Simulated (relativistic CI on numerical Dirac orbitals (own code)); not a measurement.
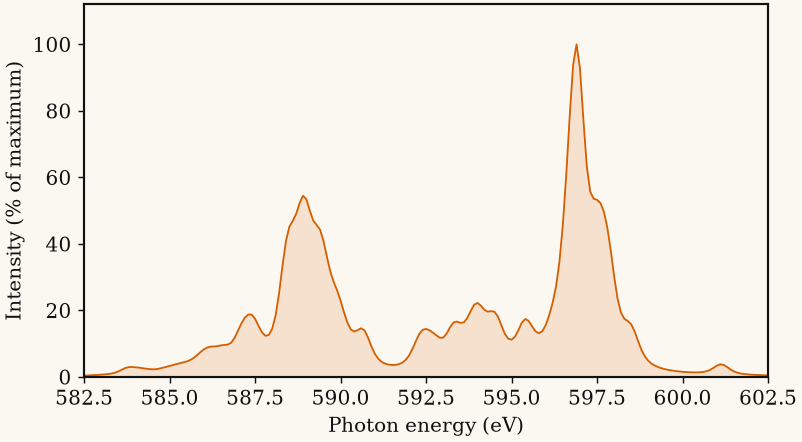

Computed core-level spectrum (absorption) of an ion of charge +5 in a field of Td symmetry with 10Dq = −8,000 cm⁻¹. Multiplet model: relativistic Dirac–Coulomb–Breit theory, one configuration a step, Slater integrals scaled by 0.8, 300 K, Voigt broadening (Lorentzian 0.4 eV, Gaussian 0.3 eV full widths), computed with a radial Dirac CI code.

### Identify the element and the shell or line.

L₂,₃ X-ray absorption of Cr⁵⁺ (chromium, Z = 24), initial configuration [Ar] 3d. The main maxima lie at 587.3 eV (19), 588.9 eV (54), 590.6 eV (15), 592.5 eV (14), 594.0 eV (22), 595.4 eV (17) and 596.9 eV (100), heights in % of the largest; the centroid is at 593.2 eV. The ground state has S = 0.50.

Note: free-ion energies, so absolute edge positions are off by a few eV from solids.
